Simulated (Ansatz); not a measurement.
CH5AlGaN

```xyz
9

Al    0.2226    1.7055   -0.2448
C     1.2351    0.1349   -0.7498
N     0.2133   -0.2880   -0.1096
Ga   -0.8423   -1.6367    0.6118
H    -0.8393    2.2772   -1.2738
H     0.5933    2.4321    1.1147
H     1.9863   -0.5539   -1.1551
H    -0.5599   -1.9596    2.1067
H    -2.0090   -2.1116   -0.3002
```

Geometry: PBE0-D4/def2-TZVP.

Theory: RKS PBE0-D4/def2-TZVPP (Ansatz).

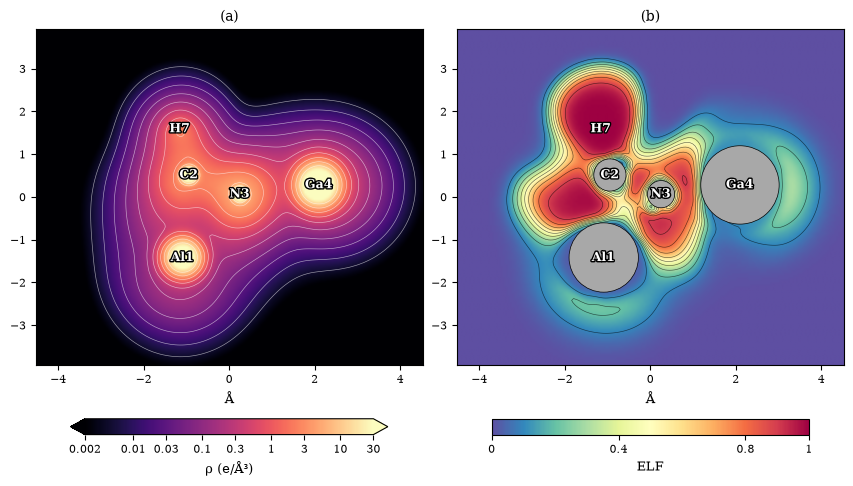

Figure 1. (a) total electron density; (b) electron localisation function on the plane of atoms Al1, C2 and N3. Grey discs cover the atomic cores in the ELF map.

Q: Read the bonding off the picture.

A: The section cuts through Al, C, N, Ga and H sites. C–N (1.28 Å): the density is about 2.8 e/Å³ at the midpoint; the ELF peaks at about 0.90 between the atoms; a covalent bond. Ga–N (1.86 Å): ρ at the midpoint is about 0.83 e/Å³; the ELF peaks at about 0.90 in the valence shell of N, 0.6 Å from its nucleus, and is about 0.30 at the midpoint. C–Al (1.94 Å): the density is about 0.61 e/Å³ at the midpoint; the ELF peaks at about 0.80 in the valence shell of C, 0.7 Å from its nucleus, and is about 0.55 at the midpoint. Al–N (2.00 Å): ρ at the midpoint is about 0.51 e/Å³; the ELF peaks at about 0.85 in the valence shell of N, 0.6 Å from its nucleus, and is about 0.40 at the midpoint. C–H (1.10 Å): ρ is about 2 e/Å³ halfway; the ELF climbs to about 1 towards the hydrogen, as it does in any bond to H (a covalent bond by its length).

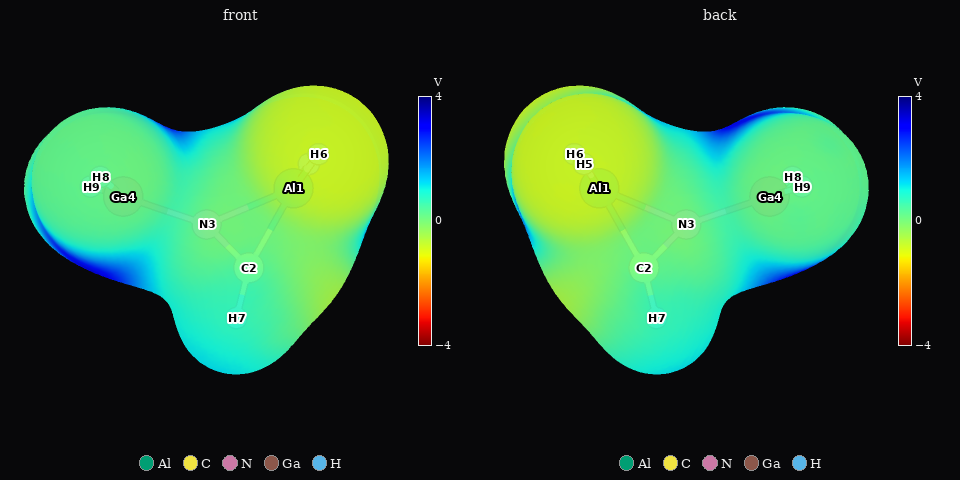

Figure 2. The electrostatic potential painted on the density surface at 0.002 e/bohr³, seen from the front and from behind; the colour scale runs from red (negative) to blue (positive).

Q: Describe the electrostatic potential map.

A: The most negative region (about −0.8 V, or −18 kcal/mol for a unit charge) lies over H5 and H6, the most positive (about +3.2 V, or +74 kcal/mol for a unit charge) over Ga4.

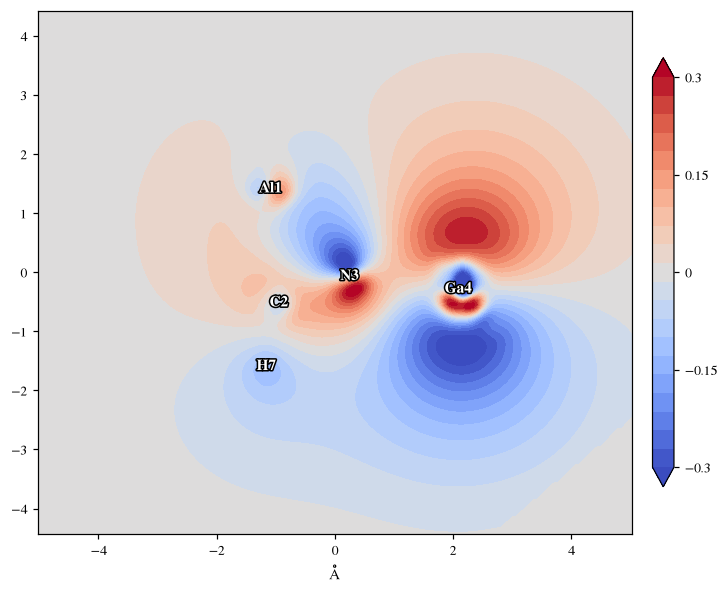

Figure 3. The LUMO on the plane of atoms C2, N3 and Ga4 (values in Å⁻³ᐟ²; the overall sign is arbitrary).

Q: What is the character of this orbital?

A: By Hirshfeld shares it lies mainly on Ga4 (about 75 %) and N3 (about 5 %). Its energy is −1.85 eV.
